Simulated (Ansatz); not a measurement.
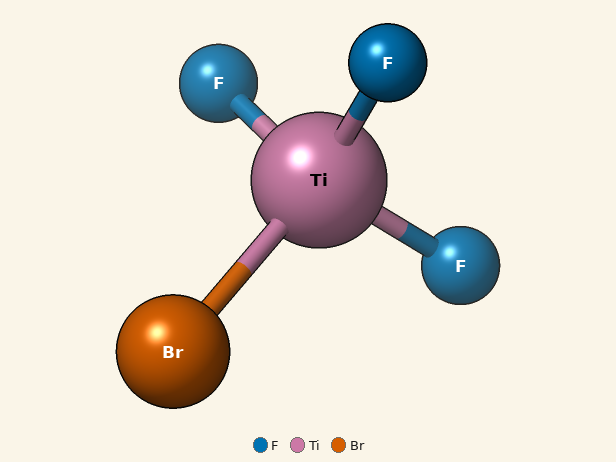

A molecule with one transition-metal atom. Charge 0, singlet. The geometry was computed by an optimisation with PBE0-D4/def2-TZVP.

Question. Describe the coordination sphere.

Answer. Ti binds 4 atoms: 3 F at 1.74 Å, 1 Br at 2.33 Å. The arrangement is tetrahedral.

Question. What are the formal oxidation state of the metal and its number of d electrons?

Answer. Ti(IV), d⁰, counting the ligands as closed-shell ions or neutral donors.
